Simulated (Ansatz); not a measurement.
Process, species as SMILES: OCl (OH-Cl) → [O]Cl (O-Cl) + H atom
B3LYP-D3(BJ)/def2-TZVP geometries, fixed; electronic energies without zero-point terms.

Basis-set convergence of the bond dissociation energy at CCSD(T) with Ansatz (an electronic-structure program). Cartesian d functions, on some or all atoms, in 6-31+G*; all else is spherical. Cores are frozen. Open shells are unrestricted. No added dispersion term, no relativity. Functions are those of the species that has most. Reference: Hartree-Fock in aug-cc-pV(Q+d)Z plus the correlation part extrapolated as X^-3 from aug-cc-pV(T+d)Z and aug-cc-pV(Q+d)Z, 101.83 kcal/mol, itself unsure by roughly 0.25 kcal/mol (a third of the extrapolation step and of the last Hartree-Fock step). Deviations are taken from unrounded values.

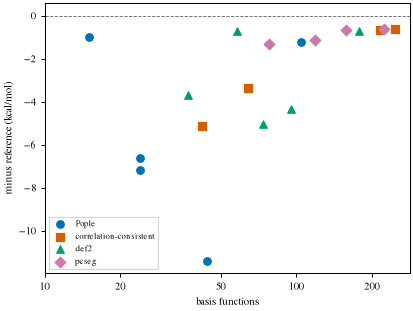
Figure. Deviation from the reference against the number of basis functions, by family of sets.

```
basis              functions  bond dissociation energy (kcal/mol)  minus reference (kcal/mol)
-----------------  ---------  -----------------------------------  --------------------------
STO-3G                    15                               100.81                       -1.02
3-21G                     24                                94.62                       -7.20
6-31G                     24                                95.22                       -6.61
def2-SVP                  37                                98.15                       -3.68
cc-pV(D+d)Z               42                                96.67                       -5.16
6-31+G*                   44                                90.41                      -11.42
def2-SVPD                 58                               101.12                       -0.71
aug-cc-pV(D+d)Z           64                                98.45                       -3.38
def2-TZVP                 74                                96.77                       -5.06
pcseg-2                   78                               100.48                       -1.35
def2-TZVPD                95                                97.49                       -4.34
6-311++G(3df,3pd)        104                               100.61                       -1.22
aug-pcseg-2              119                               100.70                       -1.13
pcseg-3                  157                               101.17                       -0.66
def2-QZVPPD              178                               101.11                       -0.72
aug-cc-pV(Q+d)Z          215                               101.15                       -0.68
aug-pcseg-3              223                               101.21                       -0.62
cc-pV(5+d)Z              246                               101.22                       -0.61
```
